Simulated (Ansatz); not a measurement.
# SiH4 (SMILES [H][Si]([H])([H])[H]) at BLYP/6-31G

Aim: the electronic atomisation energy of SiH4 at BLYP/6-31G, from 3 runs. 

Program for the calculation: Ansatz 0.2.0.

51 further runs of the same task are left out: 51 set aside as unsound or not needed.

## (1) Starting point

The species is SiH4 (5 atoms), meant as a singlet with charge 0. SMILES: `[H][Si]([H])([H])[H]`. Geometry: relaxed at GFN2-xTB.

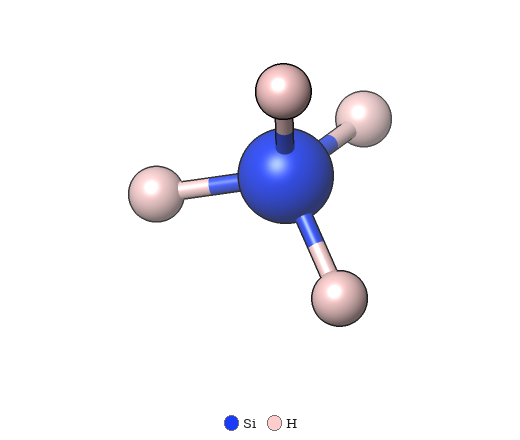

Viewed from a chosen angle; silicon blue, hydrogen pink.

## (2) A single-point energy at BLYP/6-31G

Input file job.yaml:

```yaml
crystal:
  periodic: [false, false, false]
  atoms:
    - {symbol: Si, position_ang: [0.000060, -0.000040, 0.000090]}
    - {symbol: H, position_ang: [0.011300, -0.019430, 1.460880]}
    - {symbol: H, position_ang: [1.373450, 0.011260, -0.497760]}
    - {symbol: H, position_ang: [-0.696580, 1.196700, -0.465720]}
    - {symbol: H, position_ang: [-0.688230, -1.188490, -0.497490]}
basis:
  gaussian:
    orbitals: 6-31G
hamiltonian:
  xc: {name: BLYP}
accuracy: high
```

On the command line:

```bash
$ ansatz run job.yaml --threads 1 --pin off --max-ram 2610MiB --events-out events.jsonl --progress --plain --runs-dir runs
```

What it wrote:

```text
Warning: RAYON_NUM_THREADS=1 ignored (pool sized by the plan → 1); use --threads N
Functional definition: BLYP
  name "BLYP"
  parameter beta = 0.0042
  parameter a = 0.04918
  parameter b = 0.132
  parameter c = 0.2533
  parameter d = 0.349
  exchange = b88_x(beta = beta)
  correlation = lyp_c(a = a, b = b, c = c, d = d)
483 factors; integrals over basis functions are off by at most 3.5e-9 eV
mean field evaluation 1: about -7939.9944 eV, gradient 1.1e1 eV
mean field evaluation 2: about -7940.4404 eV, gradient 3.9e0 eV
mean field evaluation 4: about -7940.5121 eV, gradient 5.0e-2 eV
mean field evaluation 8: about -7940.5066 eV, gradient 6.2e-5 eV
mean field -7940.50662994 eV, -291.8082363816 hartree, gradient 2.8e-8 eV, S^2 0.000000; 0 other end points of the search recorded, 0 dependent functions left out
reference -7940.50667400 eV, -291.8082380007 hartree; 9, 9 occupied and 12, 12 virtual orbitals, 483 factors
Total energy: -7940.50667400 eV, -291.8082380007 hartree
```

Run time: 0.6 s. Hardware: 1 thread of Intel Xeon Platinum 8488C (Sapphire Rapids), shared host.

## (3) The H atom

Input file input.yaml:

```yaml
crystal:
  periodic: [false, false, false]
  atoms:
    - symbol: H
      position_ang: [0.000000, 0.000000, 0.000000]
basis:
  gaussian: {orbitals: 6-31G}
hamiltonian: {xc: {name: BLYP}}
accuracy: high
magnetization: {spin_polarized: true, initial_magnetization: 1}
```

Run the same way, it converges to -0.49545 Eh (log not shown).

## (4) The Si atom

Input file molecule.yaml:

```yaml
crystal:
  periodic: [false, false, false]
  atoms:
    - symbol: Si
      position_ang: [0.000000, 0.000000, 0.000000]
basis:
  gaussian:
    orbitals: 6-31G
total_charge: 0
magnetization:
  spin_polarized: true
  initial_magnetization: 2
hamiltonian:
  xc: {name: BLYP}
accuracy: high
```

Run the same way, it converges to -289.35243 Eh (log not shown).

## (5) Outcome

Level: BLYP/6-31G.

```
                     quantity          value
       molecule: total energy  -291.80824 Eh
         H atom: total energy    -0.49545 Eh
                 H atom: ⟨S²⟩          0.750
        Si atom: total energy  -289.35243 Eh
                Si atom: ⟨S²⟩          2.000
electronic atomisation energy      12.899 eV
```

In words: Taking the molecule apart into free atoms costs 12.90 eV (297 kcal/mol), before zero-point energy and without spin-orbit coupling. The basis has no polarisation functions, which makes bonds too weak.
